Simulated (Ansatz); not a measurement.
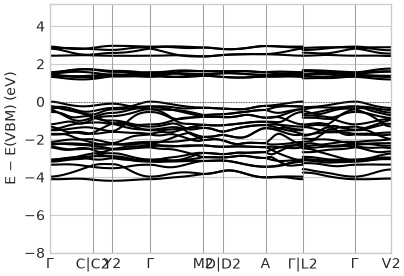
Figure. Band structure from DFT-r²SCAN+D4 in the program Ansatz with PAW potentials

Question: Read off the gap and where the band edges lie.

Answer: About 1.2 eV (1.17 eV by a search for the band edges); maximum at Γ, minimum on the Γ–C line, 74 % of the way from Γ.

The material is TiI₄ in space group C2/c (No. 15; Ti on 4e, I on 8f, I on 8f).

The workflow started from a Materials Project entry (that database holds measured and hypothetical structures alike); the Crystallography Open Database files this formula in space group No. 15, but the cells were not matched. Whether it is the stable phase at ambient conditions was not checked. The r²SCAN+D4 relaxation kept the symmetry of its start; its stability against distortions is not shown here. The run is not spin-polarised. Spin–orbit coupling is left out wherever it is not named.

Potentials: the later of the program's two PAW sets.
